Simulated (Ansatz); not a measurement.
The calculation's input:

```
crystal:
  periodic: [false, false, false]
  atoms:
    - symbol: C
      position_ang: [-1.258020, -0.431643, -0.032712]
    - symbol: C
      position_ang: [0.082523, 0.230368, 0.163075]
    - symbol: C
      position_ang: [0.592772, 1.052120, -0.977394]
    - symbol: F
      position_ang: [-0.080518, 1.101375, 1.318226]
    - symbol: In
      position_ang: [0.828424, 3.154334, -0.012395]
    - symbol: H
      position_ang: [-2.006859, 0.309124, -0.353789]
    - symbol: H
      position_ang: [-1.610650, -0.905248, 0.895317]
    - symbol: H
      position_ang: [-1.182597, -1.201424, -0.814781]
    - symbol: H
      position_ang: [0.826597, -0.503865, 0.512714]
    - symbol: H
      position_ang: [1.558628, 0.695654, -1.368005]
    - symbol: H
      position_ang: [-0.120620, 1.106578, -1.816691]
basis:
  gaussian: {orbitals: def2-SVPD}
hamiltonian: {xc: {name: PBE0}}
output: {forces: true, orbitals: {seedname: orbitals}}
```

Command:

```sh
ansatz run input.yaml --threads 2 --pin off --max-ram 4350MiB --events-out events.jsonl --progress --plain --runs-dir runs
```

Geometry: PBE0-D3(BJ)/def2-SVP; core potentials replace the inner electrons of In.

Computed with isolated molecule in a Gaussian basis; Kohn-Sham density functional theory, functional PBE0 in Ansatz 0.2.0.

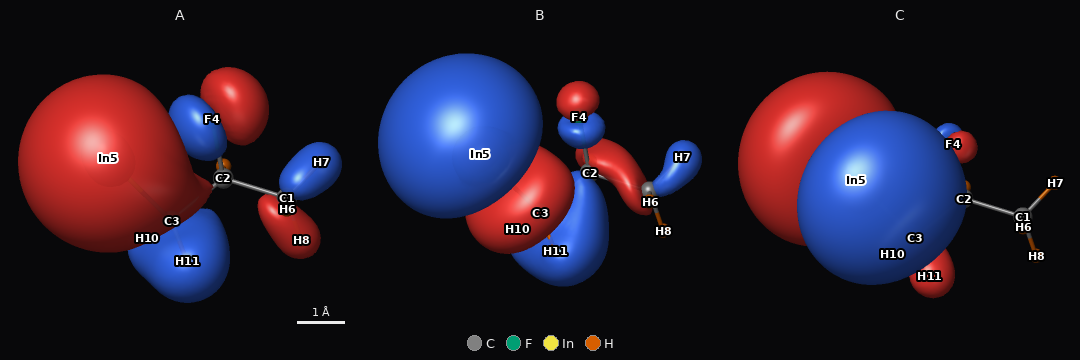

C3H6FIn (SMILES C[C@H](F)[CH2][In]). Three frontier orbitals at ±0.06 Å⁻³ᐟ² (red and blue are the two phases), in no order.

> Which picture is the HOMO−1, the HOMO and the LUMO?

A is the HOMO−1 (−8.99 eV). It lies mainly on In5 (about 55 %), C3 (about 20 %) and F4 (about 15 %). B is the HOMO (−5.38 eV). Its weight (Hirshfeld) is mainly on In5 (about 55 %) and C3 (about 30 %). C is the LUMO (−1.36 eV). It lies mainly on In5 (about 90 %).

> What is the HOMO–LUMO gap?

4.02 eV between the orbital energies.
